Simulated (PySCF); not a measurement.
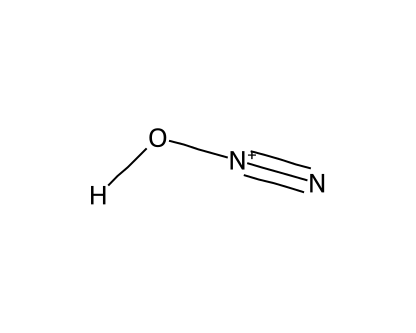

2D structure. State: charge +1, singlet.

**Write the SMILES.**

N#[N+]O

**Give the formula, hydrogens included.**

HN2O, charge +1.

More results for the same structure follow; atom numbers are the same in all pictures, views and colours differ. The geometry was computed by an optimisation with PBE0-D3(BJ)/def2-TZVP. No frequency run is at hand to confirm it as a minimum.

### Geometry

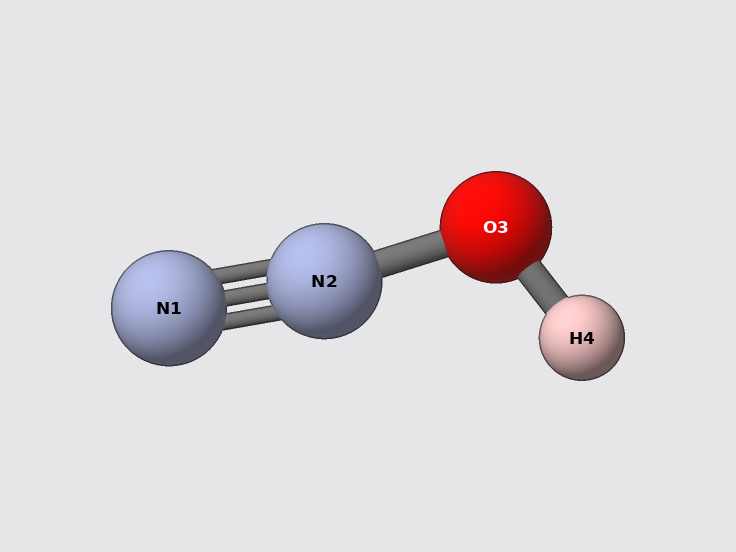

Atoms carry their numbers in the input. No frequency run is at hand to confirm it as a minimum.

Estimate the angles N1–N2–O3, N2–O3–H4.

```
   angle  degrees
N1–N2–O3    172.3
N2–O3–H4    109.9
```

### Charges

The questions are on Hirshfeld charges. No frequency run is at hand to confirm it as a minimum. Method: PBE0/pcSseg-2, gas phase (PySCF 2.14.0).

Give the Hirshfeld charges atom by atom.

```csv
atom,value (e)
N1,0.25
N2,0.34
O3,0.10
H4,0.31
```

### Electronic properties

No frequency run is at hand to confirm it as a minimum. Properties computed with B97-2/pcSseg-2, gas phase (PySCF 2.14.0).

**What is the HOMO energy (Kohn–Sham orbital)?**

−18.74 eV.

**What is the HOMO–LUMO gap?**

9.37 eV.

### Bond orders

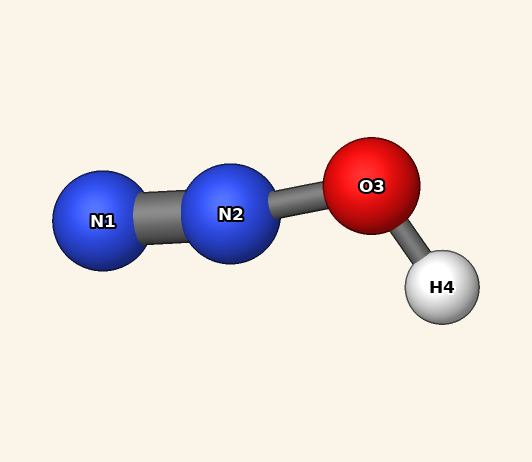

The thickness of each stick grows with its Mayer bond order. No frequency run is at hand to confirm it as a minimum. Level of theory: PBE0/pcSseg-2 (PySCF 2.14.0).

**Which bond has the highest Mayer bond order?**

N1–N2, 2.50, at a length of 1.097 Å.

List the Mayer bond orders of N1–N2, N2–O3, O3–H4.

```csv
bond,Mayer order,length (Å)
N1–N2,2.50,1.097
N2–O3,1.20,1.251
O3–H4,0.87,0.990
```
